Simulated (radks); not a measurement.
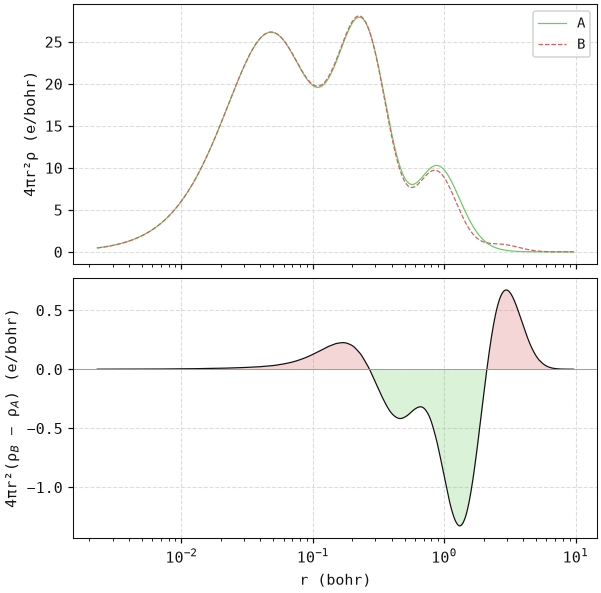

Ti²⁺ (Z = 22, 20 electrons) was computed in two configurations: [Ar] 3d2 (3d3/2: 2); [Ar] 4p2 (4p1/2: 2). All numbers are computed, not measured: Dirac Kohn-Sham, LDA (Slater exchange, Perdew-Wang correlation), spin-unpolarised, spherical densities, finite nucleus (the in-house radial solver radks).

The plot shows both radial densities and the radial density of run B less that of run A; on the logarithmic r axis, areas aren't charges.

Q: Assign A and B and describe the change of the density.

Answer: A is [Ar] 3d2 (3d3/2: 2); B is [Ar] 4p2 (4p1/2: 2). B holds 1.3 electrons more than A where the difference is positive (most at r = 3.0 bohr) and 1.3 electrons fewer where it is negative (most at r = 1.3 bohr), with no net change. The energy of B less that of A is 22.6 eV.
